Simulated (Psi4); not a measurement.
# Energy and gradient calculation, with input and output: CO (part 2 of 2)

Continued. System: CO. Method: QCISD/Sadlej-LPol-ds, RHF (Psi4 1.11). The geometry comes from this level: PBE0-D4/def2-TZVP.

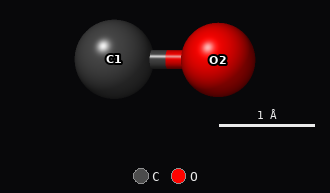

Fig. 1: The structure as given in the input (ball-and-stick view, seen at a tilt; atoms are numbered from 1 in the order of the input).

## Log, continued
```
Computation Completed

Properties will be evaluated at   0.000000,   0.000000,   0.000000 [a0]

Properties computed using the SCF density matrix

 Multipole Moments:

 ------------------------------------------------------------------------------------
     Multipole            Electronic (a.u.)      Nuclear  (a.u.)        Total (a.u.)
 ------------------------------------------------------------------------------------

 L = 1.  Multiply by 2.5417464519 to convert [e a0] to [Debye]
 Dipole X            :          0.0000000            0.0000000            0.0000000
 Dipole Y            :          0.0000000            0.0000000            0.0000000
 Dipole Z            :         -0.0959277            0.0023158           -0.0936120
 Magnitude           :                                                    0.0936120

 ------------------------------------------------------------------------------------

	total time  =         11 seconds =       0.18 minutes
 MINTS: Wrapper to libmints.

   Calculation information:
      Number of threads:                 1
      Number of atoms:                   2
      Number of AO shells:              28
      Number of SO shells:              28
      Number of primitives:            102
      Number of atomic orbitals:        78
      Number of basis functions:        72

      Number of irreps:                  4
      Integral cutoff                 1.00e-12
      Number of functions per irrep: [  34    6   16   16 ]

 OEINTS: Overlap, kinetic, potential, dipole, and quadrupole integrals
         stored in file 35.

      Computing two-electron integrals...done
      Computed 768222 non-zero two-electron integrals.
        Stored in file 33.

  ==> MP4(SDQ) <==

        1st-order doubles amplitudes...............done.
        MP2 energy.................................done.
        MP3 energy.................................done.
        2nd-order singles and doubles amplitudes...done.
        MP4(SD)....................................done.
        MP4(Q).....................................done.

  Begin singles and doubles quadratic ci iterations

   Iter  DIIS          Energy       d(Energy)          |d(T)|     time
      0   0 1   -0.3769760628   -0.3769760628    0.0233262150        0
      1   1 1   -0.3757454647    0.0012305981    0.0115568042        0
      2   2 1   -0.3772468370   -0.0015013723    0.0052639308        0
      3   3 1   -0.3778911116   -0.0006442746    0.0026389788        0
      4   4 1   -0.3778011664    0.0000899452    0.0003434291        0
      5   5 1   -0.3778144415   -0.0000132751    0.0001355957        1
      6   6 1   -0.3778165012   -0.0000020597    0.0000250074        0
      7   7 1   -0.3778159730    0.0000005282    0.0000059106        0
      8   8 1   -0.3778159368    0.0000000362    0.0000016308        0
      9   8 2   -0.3778159373   -0.0000000005    0.0000004811        0
     10   8 3   -0.3778159146    0.0000000227    0.0000001558        0
     11   8 4   -0.3778159217   -0.0000000071    0.0000000525        1

  QCISD iterations converged!

        T1 diagnostic:                         0.016768484133
        D1 diagnostic:                         0.041491404498

        OS MP2 correlation energy:            -0.279367530940
        SS MP2 correlation energy:            -0.091745020258
        MP2 correlation energy:               -0.371112551197
      * MP2 total energy:                   -113.157584145109

        OS MP2.5 correlation energy:          -0.283560853325
        SS MP2.5 correlation energy:          -0.085880398338
        MP2.5 correlation energy:             -0.369441251663
      * MP2.5 total energy:                 -113.155912845574

        OS MP3 correlation energy:            -0.287754175711
        SS MP3 correlation energy:            -0.080015776418
        MP3 correlation energy:               -0.367769952129
      * MP3 total energy:                   -113.154241546040

        OS MP4(SDQ) correlation energy:       -0.297346032046
        SS MP4(SDQ) correlation energy:       -0.076544358832
        MP4(SDQ) correlation energy:          -0.378283034737
      * MP4(SDQ) total energy:              -113.164754628649

        OS QCISD correlation energy:          -0.298301093775
        SS QCISD correlation energy:          -0.079514827912
        QCISD correlation energy:             -0.377815921687
      * QCISD total energy:                 -113.164287515598

  Total time for QCISD iterations:       1.34 s (user)
                                         0.75 s (system)
                                            2 s (total)

  Time per iteration:                    0.11 s (user)
                                         0.06 s (system)
                                         0.18 s (total)

	total time  =          3 seconds =       0.05 minutes

    Psi4 run time: 0:00:22.60

    -----------------------------------------------------------------------
                               Psi4 1.11 release

    h
    h
    h

    -----------------------------------------------------------------------

    Memory:     1.5 GiB
    Threads:    1
                ecpint, einsums, f̶o̶r̶t̶e̶, gauxc, gcp, g̶d̶m̶a̶, geometric, g̶p̶u̶_̶d̶f̶c̶c̶,
                i̶n̶t̶e̶g̶r̶a̶t̶o̶r̶x̶x̶, i̶p̶i̶, libefp, m̶d̶i̶, m̶p̶2̶d̶, m̶r̶c̶c̶, ooo,
                o̶p̶e̶n̶f̶e̶r̶m̶i̶o̶n̶p̶s̶i̶4̶, pcmsolver, p̶s̶i̶4̶f̶o̶c̶k̶c̶i̶, p̶s̶i̶x̶a̶s̶,
                p̶y̶e̶i̶n̶s̶u̶m̶s̶, r̶e̶s̶p̶, s̶i̶m̶i̶n̶t̶, s̶n̶s̶m̶p̶2̶,
                v̶2̶r̶d̶m̶_̶c̶a̶s̶s̶c̶f̶

  ==> Geometry <==

    Molecular point group: c2v
    Full point group: C_inf_v

    Geometry (in Bohr), charge = 0, multiplicity = 1:

       Center              X                  Y                   Z               Mass
    ------------   -----------------  -----------------  -----------------  -----------------
         C            0.000000000000     0.000000000000    -1.211765401442    12.000000000000
         O            0.000000000000     0.000000000000     0.909113000173    15.994914619570

  Running in c2v symmetry.

  Rotational constants: A = ************  B =      1.95199  C =      1.95199 [cm^-1]
  Rotational constants: A = ************  B =  58519.33336  C =  58519.33336 [MHz]
  Nuclear repulsion =   22.632132027679923

  Charge       = 0
  Multiplicity = 1
  Electrons    = 14
  Nalpha       = 7
  Nbeta        = 7

  ==> DiskJK: Disk-Based J/K Matrices <==

    J tasked:                  Yes
    K tasked:                  Yes
    wK tasked:                  No
    Memory [MiB]:             1144
    Schwarz Cutoff:          1E-12

  Minimum eigenvalue in the overlap matrix is 5.8177187520E-05.
  Reciprocal condition number of the overlap matrix is 9.7724946877E-06.
    Using symmetric orthogonalization.

  ==> Iterations <==

                        Total Energy        Delta E     RMS |[F,P]|

   @RHF iter SAD:  -111.89402342939701   -1.11894e+02   0.00000e+00
   @RHF iter   1:  -112.76022408816368   -8.66201e-01   6.82736e-03 DIIS/ADIIS
   @RHF iter   2:  -112.76935238891166   -9.12830e-03   5.56883e-03 DIIS/ADIIS
   @RHF iter   3:  -112.78653876420066   -1.71864e-02   4.17463e-04 SOSCF, nmicro=5
   @RHF iter   4:  -112.78668071754983   -1.41953e-04   9.61506e-07 SOSCF, nmicro=5
   @RHF iter   5:  -112.78668071846415   -9.14326e-10   8.16530e-09 SOSCF, nmicro=5
   @RHF iter   6:  -112.78668071846417   -1.42109e-14   9.33887e-11 SOSCF, nmicro=conv
  Energy and wave function converged.

  ==> Post-Iterations <==

    Orbital Energies [Eh]
    ---------------------

    Doubly Occupied:

       1A1   -20.666402     2A1   -11.358955     3A1    -1.528166
       4A1    -0.806775     1B2    -0.642777     1B1    -0.642777
       5A1    -0.554828

    Virtual:

       6A1     0.052138     2B2     0.054070     2B1     0.054070
       7A1     0.062676     3B2     0.127191     3B1     0.127191
       8A1     0.146296     4B2     0.157157     4B1     0.157157
       1A2     0.219137     9A1     0.219137    10A1     0.231430
      11A1     0.237634     5B1     0.291814     5B2     0.291814
       6B2     0.314767     6B1     0.314767    12A1     0.315794
      13A1     0.450296     2A2     0.450296    14A1     0.470162
       7B2     0.527777     7B1     0.527777    15A1     0.604186
      16A1     0.669664     8B2     0.719967     8B1     0.719967
       3A2     0.733121    17A1     0.733121    18A1     0.769504
       9B1     0.825839     9B2     0.825839    19A1     0.962089
      10B2     1.073007    10B1     1.073007    20A1     1.208280
      21A1     1.299090    22A1     1.351399     4A2     1.351399
      11B1     1.590248    11B2     1.590248    23A1     1.645129
      12B2     1.944056    12B1     1.944056    24A1     2.182673
      25A1     2.426416    13B1     2.491919    13B2     2.491919
       5A2     2.516231    26A1     2.516231    27A1     2.608891
      14B1     3.075170    14B2     3.075170    28A1     3.823528
      29A1     4.077693    30A1     4.274214     6A2     4.274214
      15B2     4.995907    15B1     4.995907    31A1     5.235778
      16B2     5.772242    16B1     5.772242    32A1     6.645662
      33A1    22.529745    34A1    43.389906

    Final Occupation by Irrep:
             A1    A2    B1    B2
    DOCC [     5,    0,    1,    1 ]
    NA   [     5,    0,    1,    1 ]
    NB   [     5,    0,    1,    1 ]

  @RHF Final Energy:  -112.78668071846417

   => Energetics <=

    Nuclear Repulsion Energy =             22.6321320276799227
    One-Electron Energy =                -198.4362663064416097
    Two-Electron Energy =                  63.0174535602975325
    Total Energy =                       -112.7866807184641686

Computation Completed

Properties will be evaluated at   0.000000,   0.000000,   0.000000 [a0]

Properties computed using the SCF density matrix

 Multipole Moments:

 ------------------------------------------------------------------------------------
     Multipole            Electronic (a.u.)      Nuclear  (a.u.)        Total (a.u.)
 ------------------------------------------------------------------------------------

 L = 1.  Multiply by 2.5417464519 to convert [e a0] to [Debye]
 Dipole X            :          0.0000000            0.0000000            0.0000000
 Dipole Y            :          0.0000000            0.0000000            0.0000000
 Dipole Z            :         -0.0920163            0.0023116           -0.0897047
 Magnitude           :                                                    0.0897047

 ------------------------------------------------------------------------------------

	total time  =         10 seconds =       0.17 minutes
 MINTS: Wrapper to libmints.

   Calculation information:
      Number of threads:                 1
      Number of atoms:                   2
      Number of AO shells:              28
      Number of SO shells:              28
      Number of primitives:            102
      Number of atomic orbitals:        78
      Number of basis functions:        72

      Number of irreps:                  4
      Integral cutoff                 1.00e-12
      Number of functions per irrep: [  34    6   16   16 ]

 OEINTS: Overlap, kinetic, potential, dipole, and quadrupole integrals
         stored in file 35.

      Computing two-electron integrals...done
      Computed 768222 non-zero two-electron integrals.
        Stored in file 33.

        ==> Transform all two-electron integrals <==

	Presorting SO-basis two-electron integrals.
	Sorting File: SO Ints (nn|nn) nbuckets = 1
	Constructing frozen core operators
	Starting first half-transformation.
	Sorting half-transformed integrals.
	First half integral transformation complete.
	Starting second half-transformation.
	Two-electron integral transformation complete.

	total time  =          0 seconds =       0.00 minutes

        **********************************************************
        *                                                        *
        *                   CCSD Integral Sort                   *
        *                                                        *
        **********************************************************

        CC integral sort will use                    210.62 mb

        Number of (ab|cd) temporary files:                2
        Number of (ab|ci) temporary files:                3
        Starting temporary file number:                 270

        Initial sort........done.

        Sort (IJ|KL)........done.
        Sort (IJ|KA) 1/2....done.
        Sort (IJ|KA) 2/2....done.
        Sort (IA|JB)........done.
        Sort (IJ|AB)........done.
        Sort (IA|BC) 1/3....done.
        Sort (IA|BC) 2/3....done.
        Sort (IA|BC) 3/3....done.
        Sort (AB|CD) 1/2....done.
        Sort (AB|CD) 2/2....done.

	total time  =          1 seconds =       0.02 minutes

        *****************************************************
        *                                                   *
        *                       QCISD                       *
        *                                                   *
        *****************************************************

  ==> MP4(SDQ) <==

        1st-order doubles amplitudes...............done.
        MP2 energy.................................done.
        MP3 energy.................................done.
        2nd-order singles and doubles amplitudes...done.
        MP4(SD)....................................done.
        MP4(Q).....................................done.

  Begin singles and doubles quadratic ci iterations

   Iter  DIIS          Energy       d(Energy)          |d(T)|     time
      0   0 1   -0.3766939432   -0.3766939432    0.0231265676        0
      1   1 1   -0.3755012704    0.0011926728    0.0114205437        0
      2   2 1   -0.3769854569   -0.0014841865    0.0051949926        0
      3   3 1   -0.3776197098   -0.0006342529    0.0026099272        1
      4   4 1   -0.3775311301    0.0000885797    0.0003395468        0
      5   5 1   -0.3775442962   -0.0000131661    0.0001335279        0
      6   6 1   -0.3775463255   -0.0000020293    0.0000247311        0
      7   7 1   -0.3775458061    0.0000005195    0.0000058296        0
      8   8 1   -0.3775457705    0.0000000355    0.0000016137        1
      9   8 2   -0.3775457709   -0.0000000004    0.0000004752        0
     10   8 3   -0.3775457486    0.0000000223    0.0000001537        0
     11   8 4   -0.3775457556   -0.0000000070    0.0000000517        0

  QCISD iterations converged!

        T1 diagnostic:                         0.016662051603
        D1 diagnostic:                         0.041206154143

        OS MP2 correlation energy:            -0.279135089303
        SS MP2 correlation energy:            -0.091648029575
        MP2 correlation energy:               -0.370783118878
      * MP2 total energy:                   -113.157463837342

        OS MP2.5 correlation energy:          -0.283368671347
        SS MP2.5 correlation energy:          -0.085819102641
        MP2.5 correlation energy:             -0.369187773988
      * MP2.5 total energy:                 -113.155868492452

        OS MP3 correlation energy:            -0.287602253390
        SS MP3 correlation energy:            -0.079990175707
        MP3 correlation energy:               -0.367592429098
      * MP3 total energy:                   -113.154273147562

        OS MP4(SDQ) correlation energy:       -0.297117669630
        SS MP4(SDQ) correlation energy:       -0.076499822140
        MP4(SDQ) correlation energy:          -0.377997814307
      * MP4(SDQ) total energy:              -113.164678532771

        OS QCISD correlation energy:          -0.298076273268
        SS QCISD correlation energy:          -0.079469482327
        QCISD correlation energy:             -0.377545755595
      * QCISD total energy:                 -113.164226474059

  Total time for QCISD iterations:       1.32 s (user)
                                         0.90 s (system)
                                            2 s (total)

  Time per iteration:                    0.11 s (user)
                                         0.07 s (system)
                                         0.18 s (total)

	total time  =          2 seconds =       0.03 minutes

    Psi4 run time: 0:00:20.51

  //>>>>>>>>>>>>>>>>>>>>>>>>>>>>>>>>>>>//
  //      FiniteDifference Results     //
  //<<<<<<<<<<<<<<<<<<<<<<<<<<<<<<<<<<<//

  Computing gradient from energies.
    Using 3-point formula.
    Energy without displacement: -113.1642593424
    Check energies below for precision!
    Forces are for mass-weighted, symmetry-adapted cartesians [a0].

     Coord      Energy(-1)        Energy(+1)            Force
        0   -113.1642875156   -113.1642264741      0.0061041539
         -------------------------------------------------------------

  Variable Map:
  ----------------------------------------------------------------------------
  "CC D1 DIAGNOSTIC"                       =>       0.041348547074
  "CC T1 DIAGNOSTIC"                       =>       0.016715174683
  "CURRENT CORRELATION ENERGY"             =>      -0.377680772244
  "CURRENT ENERGY"                         =>    -113.164259342379
  "CURRENT REFERENCE ENERGY"               =>    -112.786578570135
  "DD SOLVATION ENERGY"                    =>       0.000000000000
  "FINDIF NUMBER"                          =>       3.000000000000
  "HF KINETIC ENERGY"                      =>     112.668349833305
  "HF POTENTIAL ENERGY"                    =>    -225.454928403440
  "HF TOTAL ENERGY"                        =>    -112.786578570135
  "HF VIRIAL RATIO"                        =>       2.001049351810
  "MP2 CORRELATION ENERGY"                 =>      -0.370947744466
  "MP2 DOUBLES ENERGY"                     =>      -0.370947744466
  "MP2 OPPOSITE-SPIN CORRELATION ENERGY"   =>      -0.279251257808
  "MP2 SAME-SPIN CORRELATION ENERGY"       =>      -0.091696486659
  "MP2 SINGLES ENERGY"                     =>       0.000000000000
  "MP2 TOTAL ENERGY"                       =>    -113.157526314601
  "MP2.5 CORRELATION ENERGY"               =>      -0.369314482662
  "MP2.5 DOUBLES ENERGY"                   =>      -0.369314482662
  "MP2.5 OPPOSITE-SPIN CORRELATION ENERGY" =>      -0.283464747767
  "MP2.5 SAME-SPIN CORRELATION ENERGY"     =>      -0.085849734896
  "MP2.5 SINGLES ENERGY"                   =>       0.000000000000
  "MP2.5 TOTAL ENERGY"                     =>    -113.155893052798
  "MP3 CORRELATION ENERGY"                 =>      -0.367681220859
  "MP3 DOUBLES ENERGY"                     =>      -0.367681220859
  "MP3 OPPOSITE-SPIN CORRELATION ENERGY"   =>      -0.287678237726
  "MP3 SAME-SPIN CORRELATION ENERGY"       =>      -0.080002983133
  "MP3 SINGLES ENERGY"                     =>       0.000000000000
  "MP3 TOTAL ENERGY"                       =>    -113.154259790994
  "MP4(SDQ) CORRELATION ENERGY"            =>      -0.378140327173
  "MP4(SDQ) TOTAL ENERGY"                  =>    -113.164718897308
  "NUCLEAR REPULSION ENERGY"               =>      22.611773477417
  "ONE-ELECTRON ENERGY"                    =>    -198.397473804421
  "PCM POLARIZATION ENERGY"                =>       0.000000000000
  "PE ENERGY"                              =>       0.000000000000
  "QCISD CORRELATION ENERGY"               =>      -0.377680772244
  "QCISD OPPOSITE-SPIN CORRELATION ENERGY" =>      -0.298188641398
  "QCISD SAME-SPIN CORRELATION ENERGY"     =>      -0.079492130846
  "QCISD TOTAL ENERGY"                     =>    -113.164259342379
  "SCF ITERATION ENERGY"                   =>    -112.786578570135
  "SCF ITERATIONS"                         =>       6.000000000000
  "SCF TOTAL ENERGY"                       =>    -112.786578570135
  "TWO-ELECTRON ENERGY"                    =>      62.999121756869

  Array Variable Map:
  ----------------------------------------------------------------------------
  "CURRENT DIPOLE"                         =>       0.000000000000 ... -0.091657643885 1 by 3
  "CURRENT GRADIENT"                       =>       0.000000000000 ... -0.015983338238 2 by 3
  "QCISD TOTAL GRADIENT"                   =>       0.000000000000 ... -0.015983338238 2 by 3
  "SCF DIPOLE"                             =>       0.000000000000 ... -0.091657643885 1 by 3
  "SCF TOTAL ENERGIES"                     =>    -111.891859482822 ... -112.786578570135 1 by 7

    Psi4 run time: 0:01:25.12

[set-up sections that repeat, and orbital energies of the middle runs, are left out above]
```

This output came from the following input.

## Input file (input.in)
```
memory 1600 MB

molecule m {
  0 1
  C
  O 1 R2

  R2 = 1.123331
}

set globals {
  reference rhf
  scf_type pk
  d_convergence 1e-07
  qc_module fnocc
  soscf true
  maxiter 50
}

e_tot, wfn = gradient("qcisd/Sadlej-LPol-ds", return_wfn=True)
print_variables()
```

Launch command:
```bash
psi4 -i input.in -o input.out -n 1
```

## Results in brief

```csv
quantity,value
outcome,converged
total energy,−113.164259 hartree
SCF energy,−112.786579 hartree
MP2 energy,−113.157526 hartree
correlation energy,−0.377681 hartree
basis functions,72
largest force,0.822 eV/Å
T1 diagnostic,0.017
hardware,"1 thread of Intel Xeon @ 2.50GHz (Skylake/Cascade Lake), 12 GiB of memory available, shared host"
wall time,87 s
peak memory,0.36 GiB
```

Settings chosen away from the usual ones: d_convergence set to 1e-07; qc_module set to fnocc; soscf set to true.
